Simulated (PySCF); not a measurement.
# What a change does: single-point calculation on ZnB

System: ZnB, multiplicity 2.
Method of the first run: UKS-scan/jorge-dzp, gradient (PySCF 2.14.0).

Text and figures count atoms from 1; the logs count them from 0 in places.

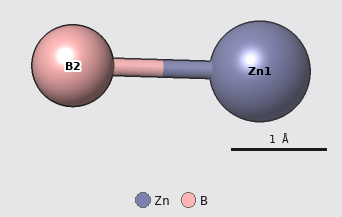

**Figure 1.** The input geometry (ball-and-stick view, seen at a tilt; atoms are numbered from 1 in the order of the input). Sticks mark near contacts. Bond lengths as drawn: B–Zn 2.00 Å.

## Input, the first run
```python
from pyscf import gto, dft

mol = gto.M(
    atom='Zn 0 0 0; B 0 0 2.005',
    basis='jorge-dzp',
    charge=0,
    spin=1,
    verbose=4,
)
mf = dft.UKS(mol, xc='scan')
mf.kernel()
g = mf.nuc_grad_method()
g.grid_response = True
g.kernel()
mf.dip_moment()
print('orbital energies (hartree):', [e[max(0, n-3):n+3].round(4) for e, n in zip(mf.mo_energy, mol.nelec)])
```

Launched with:
```bash
python input.py
```

Hardware: 1 CPU thread, shared host.

## Output, shortened to warnings, some set-up lines, iterations and results (the first run)
```
WARN: alpha nocc = 18  HOMO -0.131923411301477 >= LUMO -0.131923411300793
WARN: HOMO -0.131923411301477 >= LUMO -0.131923411301528
[...]
cycle= 1 E= -1803.92818764194  delta_E= -0.993  |g|= 1.11  |ddm|= 1.16
cycle= 2 E= -1803.47341758989  delta_E= 0.455  |g|= 1.44  |ddm|= 1.35
cycle= 3 E= -1803.83423889141  delta_E= -0.361  |g|= 0.596  |ddm|= 1.61
cycle= 4 E= -1803.971028177  delta_E= -0.137  |g|= 0.263  |ddm|= 1.11
cycle= 5 E= -1804.02917182648  delta_E= -0.0581  |g|= 0.13  |ddm|= 0.68
[... 10 lines ...]
cycle= 16 E= -1804.0503554565  delta_E= -4.05e-06  |g|= 0.00056  |ddm|= 0.0085
cycle= 17 E= -1804.05035805527  delta_E= -2.6e-06  |g|= 0.0003  |ddm|= 0.00752
cycle= 18 E= -1804.05035874903  delta_E= -6.94e-07  |g|= 0.000137  |ddm|= 0.00907
cycle= 19 E= -1804.05035879827  delta_E= -4.92e-08  |g|= 2.62e-05  |ddm|= 0.00164
cycle= 20 E= -1804.05035879798  delta_E= 2.97e-10  |g|= 1.27e-05  |ddm|= 0.000352
  alpha nocc = 18  HOMO = -0.167265995436675  LUMO = -0.0945833817097598
  beta  nocc = 17  HOMO = -0.20274668667387  LUMO = -0.123437443566659
  HOMO = -0.167265995437  LUMO = -0.123437443567  gap/eV = 1.19264
Extra cycle  E= -1804.05035879802  delta_E= -4.09e-11  |g|= 2.13e-05  |ddm|= 8.43e-05
converged SCF energy = -1804.05035879802  <S^2> = 0.90251738  2S+1 = 2.1471072

******** <class 'pyscf.grad.uks.Gradients'> for <class 'pyscf.dft.uks.UKS'> ********
unit = Eh/Bohr
grid_response = True
--------------- UKS gradients ---------------
         x                y                z
0 Zn    -0.0000000000     0.0000000000     0.0171740865
1 B     0.0000000000    -0.0000000000    -0.0171740865
----------------------------------------------
Dipole moment(X, Y, Z, Debye):  0.00000,  0.00000, -1.65494
orbital energies (hartree): [array([-0.3812, -0.2227, -0.1673, -0.132 , -0.1055, -0.0114]), array([-0.418 , -0.3527, -0.2027, -0.1234, -0.0946, -0.0857])]
```

For the second run the input was changed thus:
```diff
-mf = dft.UKS(mol, xc='scan')
+mf = dft.UKS(mol, xc='revpbe')
```

How does the second run compare with the first run?

The total energies belong to different methods, so their difference says nothing on which is more stable or more accurate. The dipole moment goes from 1.65 to 1.90 D. The functional changes from SCAN to revPBE. The SCF takes 14 iterations against 20.

## Output, shortened to warnings, some set-up lines, iterations and results (the second run)
```
WARN: alpha nocc = 18  HOMO -0.130980285221412 >= LUMO -0.130980285220489
WARN: HOMO -0.130980285221412 >= LUMO -0.130980285221412
[...]
cycle= 1 E= -1803.61127554243  delta_E= -0.923  |g|= 1.32  |ddm|= 1.23
cycle= 2 E= -1802.77114788487  delta_E= 0.84  |g|= 1.81  |ddm|= 1.79
cycle= 3 E= -1803.45745207997  delta_E= -0.686  |g|= 0.76  |ddm|= 2.02
cycle= 4 E= -1803.69428931185  delta_E= -0.237  |g|= 0.306  |ddm|= 1.31
cycle= 5 E= -1803.73191549414  delta_E= -0.0376  |g|= 0.254  |ddm|= 0.947
cycle= 6 E= -1803.80523792483  delta_E= -0.0733  |g|= 0.0236  |ddm|= 0.497
cycle= 7 E= -1803.805610655  delta_E= -0.000373  |g|= 0.00581  |ddm|= 0.0397
cycle= 8 E= -1803.80562021448  delta_E= -9.56e-06  |g|= 0.00431  |ddm|= 0.0135
cycle= 9 E= -1803.8056447461  delta_E= -2.45e-05  |g|= 0.000828  |ddm|= 0.00811
cycle= 10 E= -1803.80564783084  delta_E= -3.08e-06  |g|= 0.000445  |ddm|= 0.00509
cycle= 11 E= -1803.80565024208  delta_E= -2.41e-06  |g|= 0.000212  |ddm|= 0.00809
cycle= 12 E= -1803.80565053172  delta_E= -2.9e-07  |g|= 3.76e-05  |ddm|= 0.0033
cycle= 13 E= -1803.80565053398  delta_E= -2.26e-09  |g|= 1.17e-05  |ddm|= 0.000288
cycle= 14 E= -1803.80565053416  delta_E= -1.79e-10  |g|= 1.34e-06  |ddm|= 3.33e-05
  alpha nocc = 18  HOMO = -0.151160925871467  LUMO = -0.103895728564291
  beta  nocc = 17  HOMO = -0.196880185453727  LUMO = -0.12623762595158
  HOMO = -0.151160925871  LUMO = -0.126237625952  gap/eV = 0.67820
Extra cycle  E= -1803.80565053415  delta_E= 5.46e-12  |g|= 2.82e-06  |ddm|= 4.66e-06
converged SCF energy = -1803.80565053415  <S^2> = 0.75729568  2S+1 = 2.0072824

******** <class 'pyscf.grad.uks.Gradients'> for <class 'pyscf.dft.uks.UKS'> ********
unit = Eh/Bohr
grid_response = True
--------------- UKS gradients ---------------
         x                y                z
0 Zn     0.0000000000     0.0000000000     0.0229477556
1 B    -0.0000000000    -0.0000000000    -0.0229477556
----------------------------------------------
Dipole moment(X, Y, Z, Debye):  0.00000,  0.00000, -1.90214
orbital energies (hartree): [array([-0.3622, -0.2087, -0.1512, -0.136 , -0.1099, -0.0195]), array([-0.4021, -0.3413, -0.1969, -0.1262, -0.1039, -0.096 ])]
```

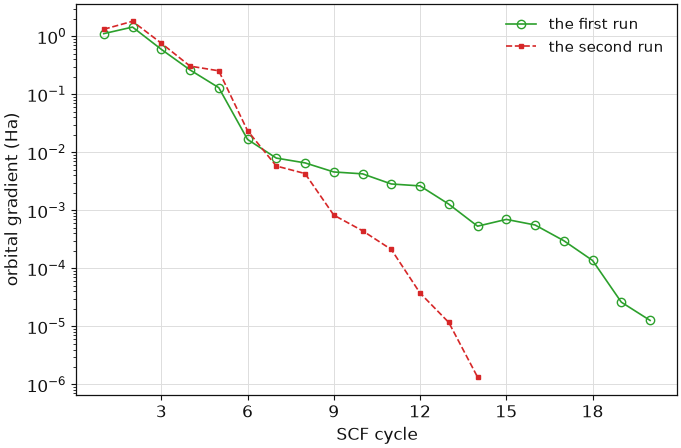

**Figure 2.** Convergence of the two runs: orbital gradient against the SCF cycle. The first run takes 20 cycles in all, and the second run takes 14.

## The two runs side by side

| quantity | the first run | the second run |
| --- | --- | --- |
| outcome | converged | converged |
| SCF energy (hartree) | −1804.050359 | −1803.805651 |
| dipole moment (D) | 1.65 | 1.90 |
| ⟨S²⟩ | 0.903 | 0.757 |
| SCF iterations | 20 | 14 |
| wall time (shared host) | 13 s | 7.7 s |

For the first run: ⟨S²⟩ is 0.90 against 0.75 for a pure state: the solution is spin-contaminated.
